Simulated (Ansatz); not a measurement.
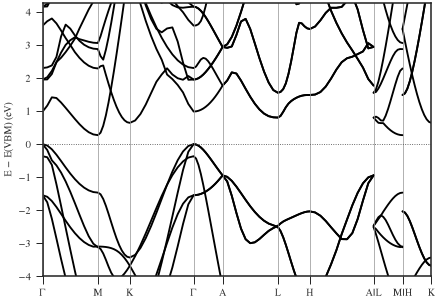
*Band structure from the program Ansatz at the LDA level (PAW)*

Problem. Read off the gap and where the band edges lie.

Solution. About 0.3 eV (0.27 eV by a search for the band edges); maximum at Γ, minimum at M.

Problem. Which compound is it?
(A) Si, P6_3/mmc (Si on 4f)
(B) Te2Mo, P6_3/mmc (Te on 4f, Mo on 2c)
(C) WSe2, P6_3/mmc (W on 2c, Se on 4f)
(D) GaN, P6_3/mmc (Ga on 2d, N on 2b)

Solution. A, Si, P6_3/mmc (Si on 4f)

The first step of the workflow began from a Materials Project structure, measured or hypothetical; the Crystallography Open Database copy checked does not list it. It is not the phase usual at ambient conditions (space group No. 227). The LDA relaxation kept the symmetry of its start; whether a distortion lowers the energy is not shown.

Potentials: the earlier of the program's two PAW sets. The files were generated under PBE; for other functionals the program regenerates the frozen cores, and for LDA and PBEsol the local potential too.
